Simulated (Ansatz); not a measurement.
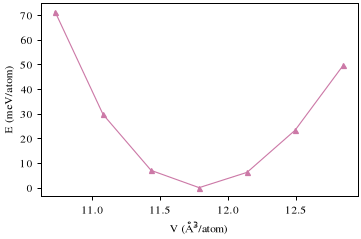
*Cu3Pd (Cu3Au type, Pm-3m) under volume change, plane-wave PAW LDA (Ansatz code), scaled uniformly.*

### Question
What does a third-order Birch–Murnaghan fit give for V₀, B₀ and B′?

### Answer
V₀ = 11.79 Å³/atom, B₀ = 198 GPa, B′ = 5.1.

The first step of the workflow began from a Materials Project structure, measured or hypothetical; the Crystallography Open Database files this formula in space group No. 221, but the cells were not matched. Its standing as an ambient phase is unchecked. The cell was relaxed with LDA under the symmetry of its start; its stability against distortions is not shown here. No spin polarisation was allowed.

Potentials: the later of the program's two PAW sets.
